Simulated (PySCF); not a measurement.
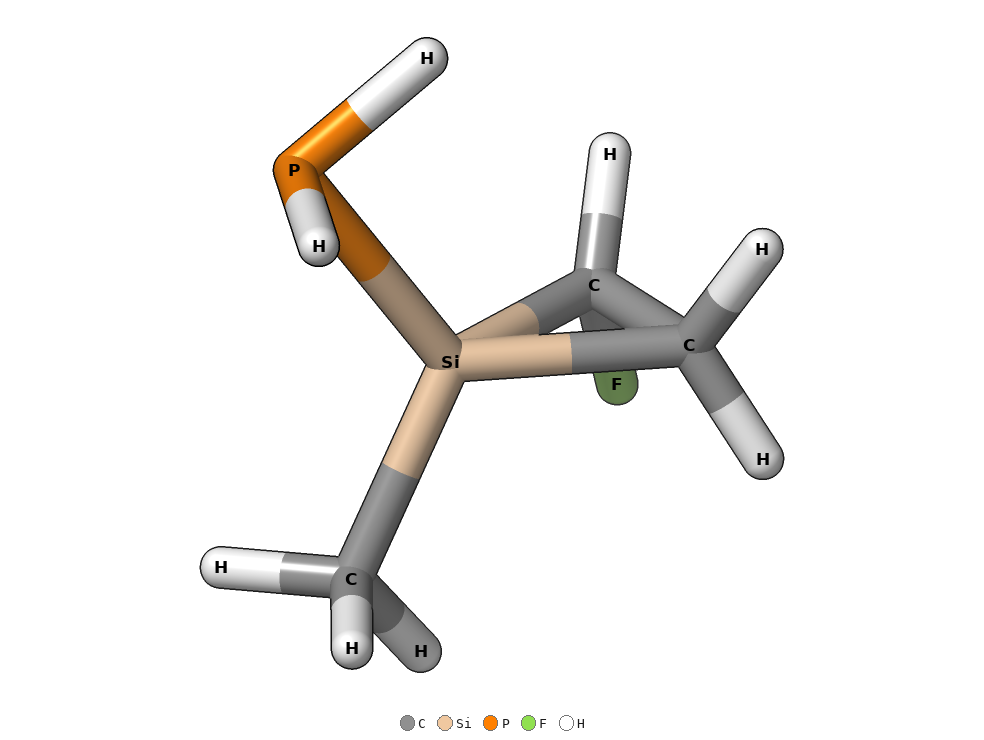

A stick model of a molecule. Every bond is drawn as one stick, whatever its order.

The geometry was computed by an optimisation with GFN2-xTB. No frequency run is at hand to confirm it as a minimum.

Description:

It has 14 atoms: 3 carbon, 8 hydrogen, 1 fluorine, 1 phosphorus and 1 silicon (C₃H₈FPSi). As SMILES it reads `C[Si@@]1(P)C[C@H]1F`. Independent rings (smallest set): 1 of 3 members. Among its groups: C–F bond. This geometry has C1 symmetry. Coordination, clear cases only: 1 C tetrahedral; 1 P trigonal pyramidal.

The parts below concern this one geometry. Atoms keep their numbers from picture to picture.

## Shape

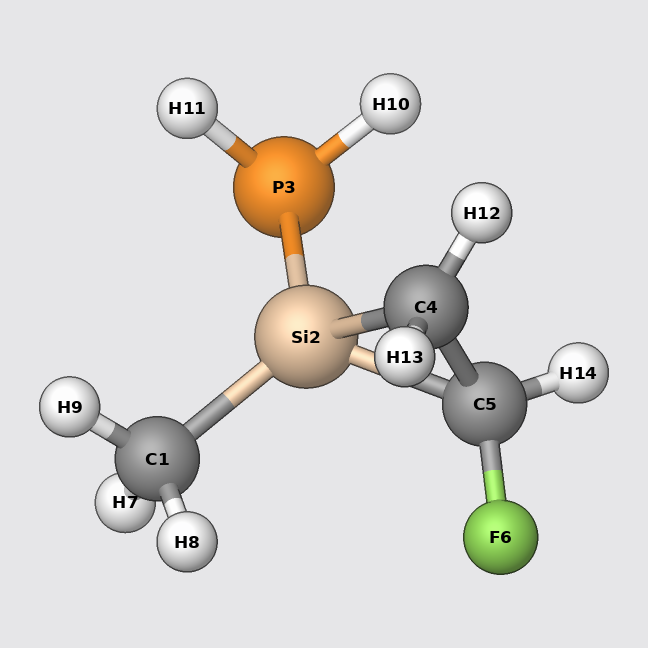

Numbered structure. No frequency run is at hand to confirm it as a minimum.

Estimate the angles C1–Si2–P3, C1–Si2–C4, Si2–C1–H7, Si2–C1–H8, Si2–P3–H11, Si2–C4–H13, Si2–C5–C4, Si2–C5–F6, P3–Si2–C5, C4–Si2–C5, C4–C5–H14, C5–C4–H12.

```tsv
angle	degrees
C1–Si2–P3	115.8
C1–Si2–C4	117.5
Si2–C1–H7	110.5
Si2–C1–H8	110.2
Si2–P3–H11	93.9
Si2–C4–H13	119.4
Si2–C5–C4	66.0
Si2–C5–F6	119.8
P3–Si2–C5	118.3
C4–Si2–C5	47.6
C4–C5–H14	117.3
C5–C4–H12	115.4
```

## Dipole moment

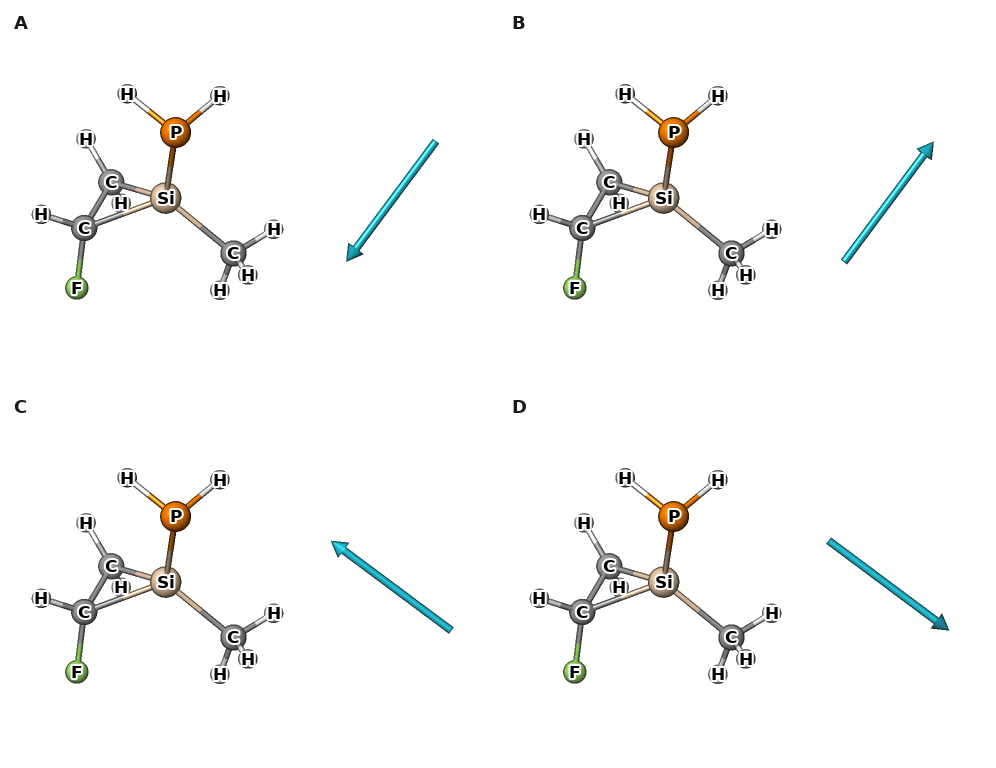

The same molecule four times, each with an arrow. No frequency run is at hand to confirm it as a minimum. Level of theory: PBE0/def2-SVPD, gas phase (PySCF 2.14.0).

**Which arrow points along the dipole moment, from the negative to the positive end?**

B. The dipole moment is 2.03 D.

## Electronic properties

No frequency run is at hand to confirm it as a minimum. Level of theory: PBE0/def2-SVPD, gas phase (PySCF 2.14.0). Excitations: vertical, linear response.

**Give the lowest vertical singlet excitation at this level.**

5.61 eV.

**Estimate the mean static polarisability.**

91.6 bohr³.

**Estimate the HOMO–LUMO gap.**

6.78 eV.

**What is the brightest of the 6 lowest singlets?**

5.79 eV.

## Charges

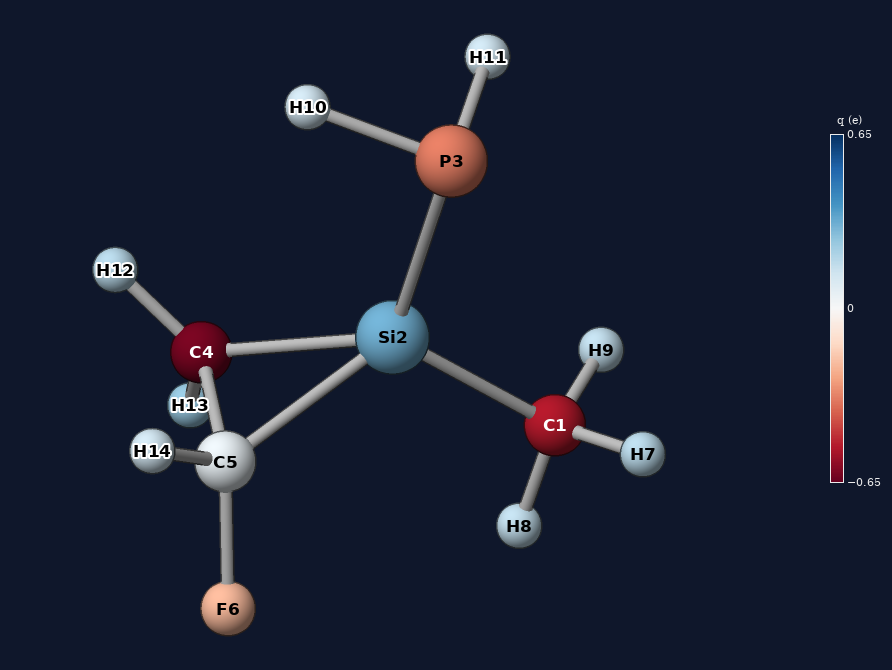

Atoms are coloured by their ESP-fitted charges. No frequency run is at hand to confirm it as a minimum. Level of theory: PBE0/pcSseg-1, gas phase (PySCF 2.14.0).

**Which atom carries the highest charge (most positive or least negative)?**

Si2 (0.31 e).

**And the lowest?**

C4 (−0.61 e).

List the ESP-fitted charges.

| atom | value (e) |
| --- | --- |
| C1 | −0.52 |
| Si2 | 0.31 |
| P3 | −0.33 |
| C4 | −0.61 |
| C5 | 0.05 |
| F6 | −0.21 |
| H7 | 0.17 |
| H8 | 0.16 |
| H9 | 0.16 |
| H10 | 0.13 |
| H11 | 0.14 |
| H12 | 0.18 |
| H13 | 0.25 |
| H14 | 0.13 |

The geometry is semi-empirical. Around P, Si such bond lengths and angles can be off by a tenth of an ångström or more and by several degrees, and values that hang on the shape move with them.
